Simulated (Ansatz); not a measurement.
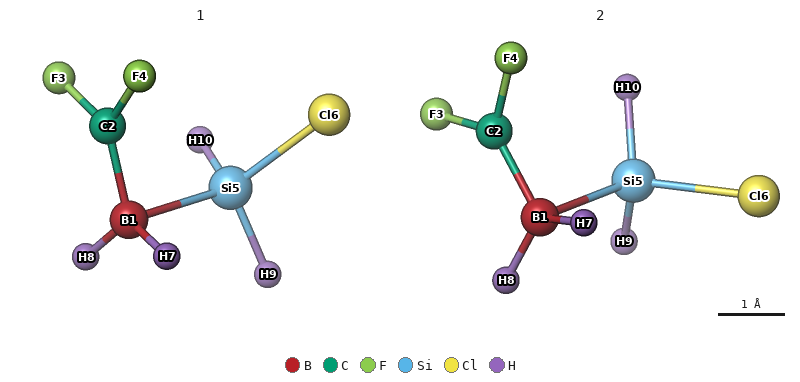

Two geometries of CH4BClF2Si, drawn at one scale. One is the start of a relaxation, the other its converged end. A ball-and-stick model, seen from a free direction.

Level of theory: RKS PBE0-D4/def2-TZVP in Ansatz 0.2.0. Settings: force threshold 0.005 eV/Å; at most 150 steps.

**Which one is relaxed?**

Structure 1 is the relaxed one. The start comes from PBE-D4/def2-SVP. The largest move after the best rigid fit is that of Cl6, 1.32 Å. Largest moves by element: Cl 1.32 Å, H 1.17 Å, F 0.75 Å, C 0.30 Å, B 0.27 Å, Si 0.13 Å. Among the contacts that change: B1–Si5 2.106 → 2.066 Å, Si5–Cl6 2.083 → 2.057 Å, Si5–H10 1.505 → 1.482 Å, Si5–H9 1.501 → 1.481 Å. Bond angles that change, for instance: Si5–B1–H8 100.9° → 95.2°, B1–Si5–Cl6 108.8° → 114.4°, B1–Si5–H9 108.1° → 103.4°. Groups turn about B1–Si5 by about 70°. Over 22 accepted moves (23 points after the start) the energy falls by 4.19 kcal/mol. The largest force component goes from 0.84 to 0.0035 eV/Å. The line search rejected the trial step at point 8 of the run.
